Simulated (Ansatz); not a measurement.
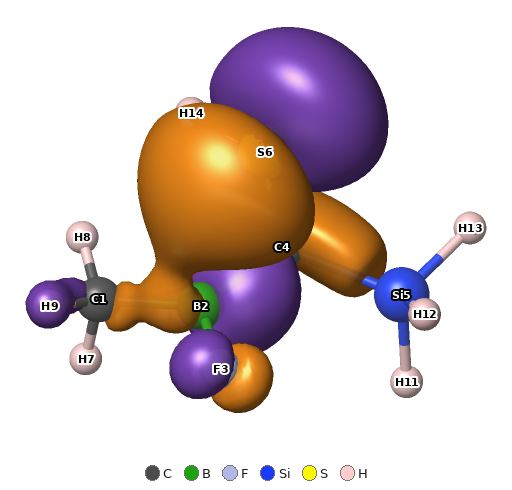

*C₂H₈BFSSi (SMILES CB(F)C([SiH3])S). One frontier orbital at ±0.08 Å⁻³ᐟ² (orange and purple are the two phases), seen across its widest extent.*

All numbers below come from Ansatz, RKS PBE/def2-SVP.

```json
{"atom": "C", "x (Å)": "0.2300", "y (Å)": "-2.1582", "z (Å)": "0.4291"}
{"atom": "B", "x (Å)": "0.5604", "y (Å)": "-0.6844", "z (Å)": "-0.0207"}
{"atom": "F", "x (Å)": "1.7877", "y (Å)": "-0.4428", "z (Å)": "-0.5379"}
{"atom": "C", "x (Å)": "-0.4535", "y (Å)": "0.5248", "z (Å)": "0.0363"}
{"atom": "Si", "x (Å)": "-0.1580", "y (Å)": "1.9790", "z (Å)": "-1.1573"}
{"atom": "S", "x (Å)": "0.0214", "y (Å)": "1.0248", "z (Å)": "1.7733"}
{"atom": "H", "x (Å)": "0.0512", "y (Å)": "-2.7574", "z (Å)": "-0.4933"}
{"atom": "H", "x (Å)": "-0.6772", "y (Å)": "-2.2549", "z (Å)": "1.0574"}
{"atom": "H", "x (Å)": "1.0847", "y (Å)": "-2.6396", "z (Å)": "0.9469"}
{"atom": "H", "x (Å)": "-1.5291", "y (Å)": "0.2574", "z (Å)": "0.0226"}
{"atom": "H", "x (Å)": "-0.2905", "y (Å)": "1.4670", "z (Å)": "-2.5661"}
{"atom": "H", "x (Å)": "1.2109", "y (Å)": "2.5633", "z (Å)": "-0.9589"}
{"atom": "H", "x (Å)": "-1.1874", "y (Å)": "3.0518", "z (Å)": "-0.9267"}
{"atom": "H", "x (Å)": "-0.6637", "y (Å)": "0.0400", "z (Å)": "2.4240"}
```

> Which orbital is it: HOMO or LUMO?

The HOMO, at −5.85 eV. Its weight (Hirshfeld) is mainly on S6 (about 65 %), C4 (about 10 %) and B2 (about 10 %); largely a lone pair of S6.
